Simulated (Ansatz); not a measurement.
ScAl3: Al → Mg

Take ScAl3 in the Cu3Au type structure (space group Pm-3m, No. 221; a = 4.0858 Å) as the base.

Modification: full substitution Al → Mg; the structure is relaxed again.

Method: plane-wave PAW DFT at the r2SCAN level (Ansatz, a first-principles code, 500 eV), no spin-orbit coupling. Settings: 10×10×10 k-points, 0.05 eV Fermi–Dirac smearing, for the changed cell.

```
quantity                                  base          changed        shift
-----------------------------  ---------------  ---------------  -----------
volume per atom                       17.05 Å³         22.88 Å³     +5.83 Å³
density                             3.07 g/cm³       2.14 g/cm³  -0.93 g/cm³
lattice parameter a                 7.721 bohr       8.516 bohr  +0.795 bohr
space group                    Pm-3m (No. 221)  Pm-3m (No. 221)            –
shortest interatomic distance       5.460 bohr       6.022 bohr  +0.562 bohr
band gap                                  zero             zero            –
```

Final structure:

```
Mg3Sc
1.0
    4.50637     0.00000     0.00000
    0.00000     4.50637     0.00000
    0.00000     0.00000     4.50637
Mg Sc
3 1
Direct
  0.00000   0.50000   0.50000
  0.50000   0.50000   0.00000
  0.50000   0.00000   0.50000
  0.00000   0.00000   0.00000
```

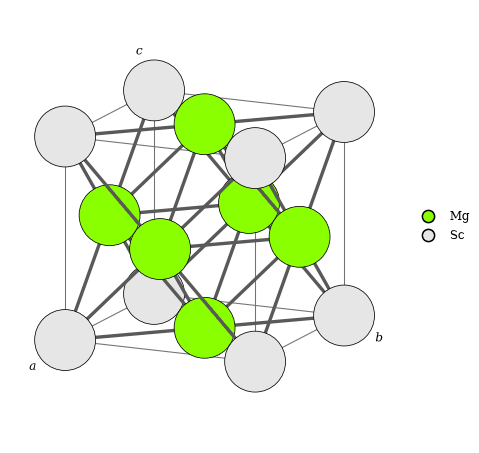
Figure: The relaxed conventional cell after the change

Stability against distortions was not tested. For Mg3Sc in this form, whether it has been made was not checked. All final runs are without spin polarisation. Mg3Sc has a high density of states at the Fermi level and may be magnetic at this level.
